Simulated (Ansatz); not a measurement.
# Work function of Cu(100): what the settings cost and change, part 2 of 2

How far do cutoff, k-mesh and smearing move the work function of Cu(100)?

Ansatz 0.2.0; plane-wave DFT, PBE, Ansatz PAW.

So far. Step 6 (Run): The work function is 4.522 eV, -0.018 eV from the run “cutoff 420 eV”, at 0.085 times its CPU time. Step 7 (Slab): The work function is 4.461 eV, -0.080 eV from the run “cutoff 420 eV”, at 0.15 times its CPU time.

### Step 8. Run

File input.yaml:

```yaml
crystal:
  lattice:
    - [2.5526554801, 0.0, 0.0]
    - [0.0, 2.5526554801, 0.0]
    - [0.0, 0.0, 28.83]
  atoms:
    - { symbol: Cu, position: [0.0, 0.0, 0.3121748179] }
    - { symbol: Cu, position: [0.5, 0.5, 0.3747832119] }
    - { symbol: Cu, position: [0.0, 0.0, 0.437391606] }
    - { symbol: Cu, position: [0.5, 0.5, 0.5] }
    - { symbol: Cu, position: [0.0, 0.0, 0.562608394] }
    - { symbol: Cu, position: [0.5, 0.5, 0.6252167881] }
    - { symbol: Cu, position: [0.0, 0.0, 0.6878251821] }
kpoints:
  mp_grid: { grid: [11, 11, 1] }
hamiltonian:
  xc: pbe
scf:
  occupations: { method: fermi_dirac, width: 0.1 }
  convergence: { dr2_threshold: 1.0e-09 }
efield:
  axis: 3
  dipole_correction: true
  ramp_position: 0.97
  ramp_width: 0.06
output:
  write_potential: true
  write_density: true
  volumetric_format: npy
```

Command:

```bash
> ansatz run input.yaml --threads 2 --pin off --max-ram 3072MiB --backend cpu --events-out ev --progress --plain --runs-dir out
```

Numbers of over 12 decimals in the logs are rounded to 6 here.

The program printed:

```text
[...]
Crystal: 7 atoms, lattice volume = 187.858 Å³
Basis set: ecut = 420 eV, 3701 PW (Γ)
Bands: 80, of which v1, the nominal top of the filled ones, is band 67 counted from 1 (66 counted from 0)
Symmetry: 8 space group operations
k-points: 21 of 121
[...]
k-point 0: bands = [... 63 lower, 3.3555, 3.4285, 3.4285, 3.4494, 3.4501, 3.7502, 5.2130, 6.0891, ... 9 higher]
  k-point 1: bands = [... 63 lower, 3.2656, 3.3670, 3.3684, 3.4284, 3.4563, 4.1983, 5.5932, 6.5304, ... 9 higher]
  k-point 2: bands = [... 63 lower, 3.2953, 3.3230, 3.4235, 3.4288, 3.7116, 4.9555, 6.4538, 7.5639, ... 9 higher]
  k-point 20: bands = [... 63 lower, 6.1398, 6.9920, 7.1721, 8.0570, 8.4712, 9.4689, 9.9490, 11.1216, ... 9 higher]
[key lines of the parts left out:]
SCF converged after 12 iterations
Free energy (F): -46375.048373 eV
Fermi energy:    4.881353 eV
Dipole field:    D = -0.000000 V/Å  (p = -0.000000 e·Å, saw-weighted, corrected)
Work function:   Φ+ = 4.5389 eV   Φ− = 4.5389 eV
```

Elapsed: 30 s, on 2 threads of Intel Xeon 6975P-C (Granite Rapids), shared host; peak memory 0.66 GiB; 58 s of CPU time.

The work function is 4.539 eV, -0.002 eV from the run “cutoff 420 eV”, at 0.53 times its CPU time.

### Step 9. Run

Changes to input.yaml since step 8:

```diff
@@ -14,3 +14,3 @@
 kpoints:
-  mp_grid: { grid: [11, 11, 1] }
+  mp_grid: { grid: [24, 24, 1] }
 hamiltonian:
```

The program printed:

```text
[...]
Crystal: 7 atoms, lattice volume = 187.858 Å³
Basis set: ecut = 420 eV, 3701 PW (Γ)
Bands: 80, of which v1, the nominal top of the filled ones, is band 67 counted from 1 (66 counted from 0)
Symmetry: 8 space group operations
k-points: 91 of 576
[...]
k-point 0: bands = [... 63 lower, 3.3427, 3.4216, 3.4216, 3.4312, 3.4321, 3.7467, 5.2050, 6.0861, ... 9 higher]
  k-point 1: bands = [... 63 lower, 3.3516, 3.3573, 3.3977, 3.4250, 3.4427, 3.8740, 5.2926, 6.1861, ... 9 higher]
  k-point 2: bands = [... 63 lower, 3.2476, 3.3566, 3.3608, 3.4131, 3.4453, 4.1403, 5.5297, 6.4622, ... 9 higher]
  k-point 90: bands = [... 63 lower, 6.7531, 6.7531, 7.8540, 7.8540, 9.2992, 9.2992, 10.9699, 10.9699, ... 9 higher]
[key lines of the parts left out:]
SCF converged after 12 iterations
Free energy (F): -46375.040089 eV
Fermi energy:    4.871952 eV
Dipole field:    D = 0.000000 V/Å  (p = 0.000000 e·Å, saw-weighted, corrected)
Work function:   Φ+ = 4.5521 eV   Φ− = 4.5521 eV
```

Wall time 2.1 min (2 threads); peak memory 1.5 GiB.

The work function is 4.552 eV, +0.012 eV from the run “cutoff 420 eV”, at 2.2 times its CPU time.

### Step 10. Run

Changes to input.yaml since step 9:

```diff
@@ -14,3 +14,3 @@
 kpoints:
-  mp_grid: { grid: [24, 24, 1] }
+  mp_grid: { grid: [16, 16, 1] }
 hamiltonian:
@@ -18,3 +18,3 @@
 scf:
-  occupations: { method: fermi_dirac, width: 0.1 }
+  occupations: { method: gaussian, width: 0.05 }
   convergence: { dr2_threshold: 1.0e-09 }
```

The program printed:

```text
[...]
Crystal: 7 atoms, lattice volume = 187.858 Å³
Basis set: ecut = 420 eV, 3701 PW (Γ)
Bands: 80, of which v1, the nominal top of the filled ones, is band 67 counted from 1 (66 counted from 0)
Symmetry: 8 space group operations
k-points: 45 of 256
[...]
k-point 0: bands = [... 63 lower, 3.3580, 3.4395, 3.4395, 3.4452, 3.4462, 3.7575, 5.2113, 6.0954, ... 9 higher]
  k-point 1: bands = [... 63 lower, 3.3086, 3.3733, 3.3954, 3.4323, 3.4619, 4.0095, 5.4023, 6.3148, ... 9 higher]
  k-point 2: bands = [... 63 lower, 3.3408, 3.3457, 3.4076, 3.4304, 3.4532, 4.4732, 5.8787, 6.8780, ... 9 higher]
  k-point 44: bands = [... 63 lower, 6.7699, 6.7699, 7.8695, 7.8695, 9.3138, 9.3138, 10.9827, 10.9827, ... 9 higher]
[key lines of the parts left out:]
SCF converged after 12 iterations
Free energy (F): -46374.998462 eV
Fermi energy:    4.941957 eV
Dipole field:    D = 0.000000 V/Å  (p = 0.000000 e·Å, saw-weighted, corrected)
Work function:   Φ+ = 4.4701 eV   Φ− = 4.4701 eV
```

Wall time 55 s (2 threads); peak memory 0.96 GiB.

The work function is 4.470 eV, -0.070 eV from the run “cutoff 420 eV”, at 0.98 times its CPU time.

### Step 11. Slab

Changes to input.yaml since step 10:

```diff
@@ -18,3 +18,3 @@
 scf:
-  occupations: { method: gaussian, width: 0.05 }
+  occupations: { method: methfessel_paxton, width: 0.2 }
   convergence: { dr2_threshold: 1.0e-09 }
```

The program printed:

```text
[...]
Crystal: 7 atoms, lattice volume = 187.858 Å³
Basis set: ecut = 420 eV, 3701 PW (Γ)
Bands: 80, of which v1, the nominal top of the filled ones, is band 67 counted from 1 (66 counted from 0)
Symmetry: 8 space group operations
k-points: 45 of 256
[...]
k-point 0: bands = [... 63 lower, 3.3533, 3.4355, 3.4355, 3.4402, 3.4412, 3.7546, 5.2090, 6.0930, ... 9 higher]
  k-point 1: bands = [... 63 lower, 3.3043, 3.3687, 3.3907, 3.4273, 3.4574, 4.0068, 5.3999, 6.3124, ... 9 higher]
  k-point 2: bands = [... 63 lower, 3.3358, 3.3407, 3.4042, 3.4256, 3.4486, 4.4706, 5.8761, 6.8756, ... 9 higher]
  k-point 44: bands = [... 63 lower, 6.7667, 6.7667, 7.8653, 7.8653, 9.3096, 9.3096, 10.9794, 10.9794, ... 9 higher]
[key lines of the parts left out:]
SCF converged after 12 iterations
Free energy (F): -46374.998202 eV
Fermi energy:    4.907025 eV
Dipole field:    D = -0.000000 V/Å  (p = -0.000000 e·Å, saw-weighted, corrected)
Work function:   Φ+ = 4.5082 eV   Φ− = 4.5082 eV
```

The job ended after 57 s (2 threads; peak memory 0.95 GiB).

The work function is 4.508 eV, -0.032 eV from the run “cutoff 420 eV”, at 1.0 times its CPU time.

### Step 12. Slab

Changes to input.yaml since step 11:

```diff
@@ -18,3 +18,3 @@
 scf:
-  occupations: { method: methfessel_paxton, width: 0.2 }
+  occupations: { method: fermi_dirac, width: 0.3 }
   convergence: { dr2_threshold: 1.0e-09 }
```

The program printed:

```text
band count auto-derived: 86 (N_el = 133.0; filled up to band 67; 80 by the electrons, moments and atoms)
[...]
Crystal: 7 atoms, lattice volume = 187.858 Å³
Basis set: ecut = 420 eV, 3701 PW (Γ)
Bands: 86, of which v1, the nominal top of the filled ones, is band 67 counted from 1 (66 counted from 0)
Symmetry: 8 space group operations
k-points: 45 of 256
[...]
k-point 0: bands = [... 63 lower, 3.2730, 3.3547, 3.3556, 3.3556, 3.3558, 3.7114, 5.1812, 6.0592, ... 15 higher]
  k-point 1: bands = [... 63 lower, 3.2258, 3.2880, 3.3078, 3.3423, 3.3751, 3.9587, 5.3692, 6.2766, ... 15 higher]
  k-point 2: bands = [... 63 lower, 3.2536, 3.2578, 3.3399, 3.3435, 3.3669, 4.4207, 5.8416, 6.8372, ... 15 higher]
  k-point 44: bands = [... 63 lower, 6.7144, 6.7144, 7.8139, 7.8139, 9.2605, 9.2605, 10.9297, 10.9297, ... 15 higher]
[key lines of the parts left out:]
SCF converged after 12 iterations
Free energy (F): -46375.353815 eV
Fermi energy:    4.863011 eV
Dipole field:    D = -0.000000 V/Å  (p = -0.000000 e·Å, saw-weighted, corrected)
Work function:   Φ+ = 4.5919 eV   Φ− = 4.5919 eV
```

Run time: 67 s. Hardware: 2 threads; peak memory 1 GiB; 2.2 min of CPU time.

The work function is 4.592 eV, +0.051 eV from the run “cutoff 420 eV”, at 1.2 times its CPU time.

### Step 13. Slab

Changes to input.yaml since step 12:

```diff
@@ -18,3 +18,3 @@
 scf:
-  occupations: { method: fermi_dirac, width: 0.3 }
+  occupations: { method: cold, width: 0.1 }
   convergence: { dr2_threshold: 1.0e-09 }
```

The program printed:

```text
[...]
Crystal: 7 atoms, lattice volume = 187.858 Å³
Basis set: ecut = 420 eV, 3701 PW (Γ)
Bands: 80, of which v1, the nominal top of the filled ones, is band 67 counted from 1 (66 counted from 0)
Symmetry: 8 space group operations
k-points: 45 of 256
[...]
k-point 0: bands = [... 63 lower, 3.3555, 3.4376, 3.4376, 3.4423, 3.4433, 3.7563, 5.2104, 6.0945, ... 9 higher]
  k-point 1: bands = [... 63 lower, 3.3064, 3.3709, 3.3929, 3.4294, 3.4596, 4.0084, 5.4013, 6.3138, ... 9 higher]
  k-point 2: bands = [... 63 lower, 3.3381, 3.3430, 3.4061, 3.4278, 3.4508, 4.4722, 5.8776, 6.8770, ... 9 higher]
  k-point 44: bands = [... 63 lower, 6.7687, 6.7687, 7.8677, 7.8677, 9.3123, 9.3123, 10.9811, 10.9811, ... 9 higher]
[key lines of the parts left out:]
SCF converged after 12 iterations
Free energy (F): -46374.998877 eV
Fermi energy:    4.934599 eV
Dipole field:    D = -0.000000 V/Å  (p = -0.000000 e·Å, saw-weighted, corrected)
Work function:   Φ+ = 4.4787 eV   Φ− = 4.4787 eV
```

Wall time 53 s (2 threads); peak memory 0.96 GiB; 1.7 min of CPU time.

The work function is 4.479 eV, -0.062 eV from the run “cutoff 420 eV”, at 0.95 times its CPU time.

### Step 14. Side by side

Times are for 2 threads of Intel Xeon 6975P-C (Granite Rapids), shared host. Results by setting:

```csv
no.,setting,"work function, upper face (eV)",time,memory (GiB)
1,cutoff 200 eV,5.217,22 s,0.54
2,cutoff 300 eV,4.542,42 s,0.71
3,cutoff 420 eV,4.541,56 s,0.96
4,cutoff 600 eV,4.540,91 s,1.4
5,mesh 3x3,4.522,5.6 s,0.47
6,mesh 5x5,4.461,9.4 s,0.51
7,mesh 11x11,4.539,30 s,0.66
8,mesh 24x24,4.552,2.1 min,1.5
9,Gaussian smearing 0.05 eV,4.470,55 s,0.96
10,methfessel_paxton smearing 0.2 eV,4.508,57 s,0.95
11,fermi_dirac smearing 0.3 eV,4.592,67 s,1.0
12,cold smearing 0.1 eV,4.479,53 s,0.96
```

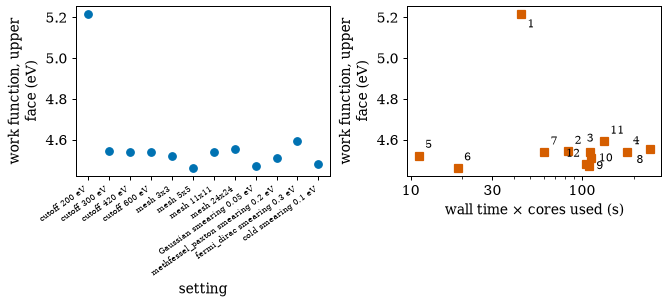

The series as plots; the last panel sets the first result against cost, with the runs numbered as in the table.

### Step 15. Varying the input

An input spoilt on purpose, to show how the run answers: it repeats the earlier run “cutoff 200 eV” with kpoints.mp_grid.grid from [16, 16, 1] to [0, 16, 1], and scf.max_iter set to 60; its output block differs too.

Changes to input.yaml since step 13:

```diff
@@ -14,3 +14,3 @@
 kpoints:
-  mp_grid: { grid: [16, 16, 1] }
+  mp_grid: { grid: [0, 16, 1] }
 hamiltonian:
@@ -18,4 +18,5 @@
 scf:
-  occupations: { method: cold, width: 0.1 }
+  occupations: { method: fermi_dirac, width: 0.1 }
   convergence: { dr2_threshold: 1.0e-09 }
+  max_iter: 60
 efield:
@@ -25,2 +26,4 @@
   ramp_width: 0.06
+basis:
+  ecutwfc: "200 eV"
 output:
```

The program printed:

```text
Error: invalid value for `kpoints.mp_grid.grid`: each dimension must be in 1..=255
```

It took 0.07 s on 2 threads; peak memory 0.09 GiB.

The program refused the input before any cycle.

The program's message: “Error: invalid value for `kpoints.mp_grid.grid`: each dimension must be in 1..=255”

The fault put into the input: a zero in the mesh.

### Step 16. Results

```
work function, cutoff 200 eV : 5.217 eV
work function, cutoff 420 eV : 4.541 eV
work function, cutoff 600 eV : 4.540 eV
work function, mesh 5x5      : 4.461 eV
```

What this shows: The run at the highest cutoff gives 4.54 eV, and the settings tried spread the value from 4.46 to 5.22 eV. Against 600 eV, a cutoff of 200 eV is off by +0.677 eV. Against 600 eV, a cutoff of 420 eV is off by +0.000 eV. Against the finest mesh, 24 points along a, the coarser ones are off by -0.03 (3), -0.09 (5) and -0.01 (11) eV. The smearing schemes and widths spread it over 0.12 eV. The program marks the value as in doubt in “cutoff 200 eV”. The ladder's slabs use the tabulated experimental lattice constant (two decimals; a low-temperature value for the alkali metals). In 2 runs of the series (cutoff 200 eV and cutoff 300 eV) the program warns that electrons reach the sawtooth's ramp, which makes dipole and work function less sure.

Computed beside measured:

```
                                               quantity  measured    cutoff 600 eV
work function (clean (100) face, a compiled value) (eV)      4.73  4.54 (-0.19 eV)
```

Measured values from arxiv:1902.07811 (2019).

**Verdict.** The work function is off by -0.19 eV: fair agreement. The grades are ours: good and fair within 3 and 7 % for the work function. No cell relaxation is part of this session.

[Logs are printed without paths, hosts, clocks, repeated set-up lines and the standing remarks that a program may print on its own settings, such as how far it seeks lower states.]

[Hosts, paths, dates, database ids (printed as entryN), source tags and the programs' standing remarks are cut or masked in the printed files.]

[Maps of the electrostatic potential energy from Ansatz leave out the sawtooth potential of an applied field or a dipole correction, so their vacuum need not be flat; planar profiles and work functions include it.]
